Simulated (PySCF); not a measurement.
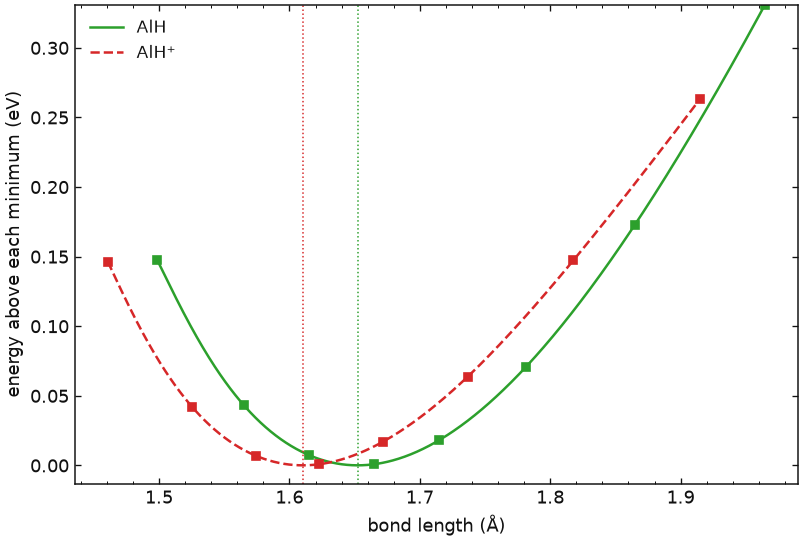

Bond curves of AlH, singlet and AlH⁺, doublet (excess alpha electrons: σ +1), each counted from its own minimum; dotted lines mark the fitted bond lengths. CCSD(T)/def2-TZVPPD, PySCF, on the lowest solution that a PBE0 search found for each, one reference determinant (RHF and UHF) with the occupation held, inner shells frozen, no spin-orbit coupling.

Question: What does removing an electron do to the bond?

Answer: re goes from 1.652 to 1.610 Å (−0.042 Å) and ωe from 1678 to 1675 cm⁻¹ (−0 %). The electron leaves a σ orbital; length, stiffness and well depth don't all move in step, so no simple label fits.

Question: And the dissociation energies?

Answer: De is 3.15 eV for AlH and 0.83 eV for AlH⁺, each to its own lowest fragments (Al + H; Al⁺ + H) in their ground configurations, without counterpoise.

Caveats, for all or some of the runs: lowest determinant of a PBE0 search, another state may lie lower.
